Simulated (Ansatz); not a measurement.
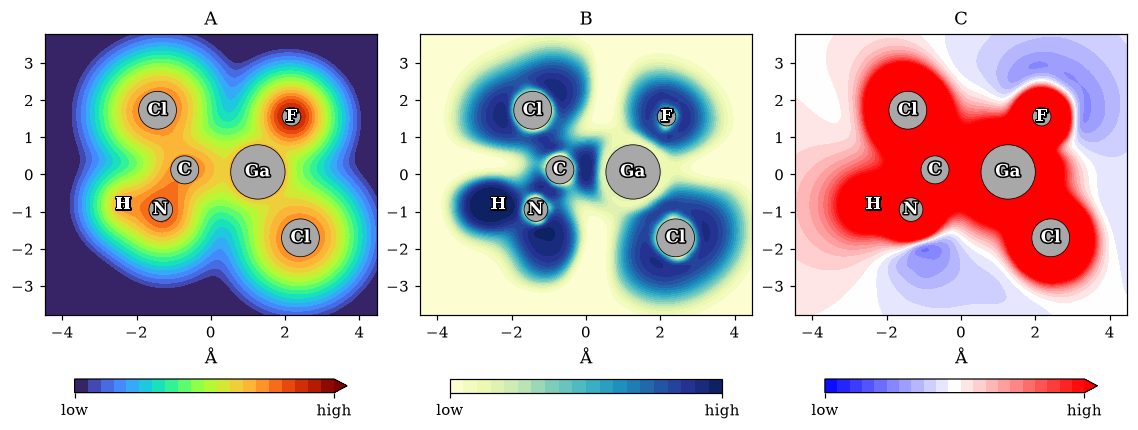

CHCl2FGaN (SMILES N=[C](Cl)[Ga]([F])[Cl]): 3 fields on the molecular plane, with unlabelled colour scales. Grey discs cover the atomic cores.

Geometry: PBE0-D4/def2-TZVP.

The calculation used RKS PBE0-D4/def2-TZVPP (Ansatz).

> Match the panels to the quantities (electron density, electron localisation function and electrostatic potential).

Panel A: electron density. Panel B: electron localisation function. Panel C: electrostatic potential (strongly positive close to the atoms, with negative regions outside electron-rich atoms). From the grid: C–N (1.25 Å): ρ is about 3 e/Å³ halfway; the ELF peaks at about 0.90 between the atoms; a multiple bond. Ga–F (1.74 Å): ρ at the midpoint is about 0.93 e/Å³; the ELF peaks at about 0.80 in the valence shell of F, 0.5 Å from its nucleus, and is about 0.15 at the midpoint.
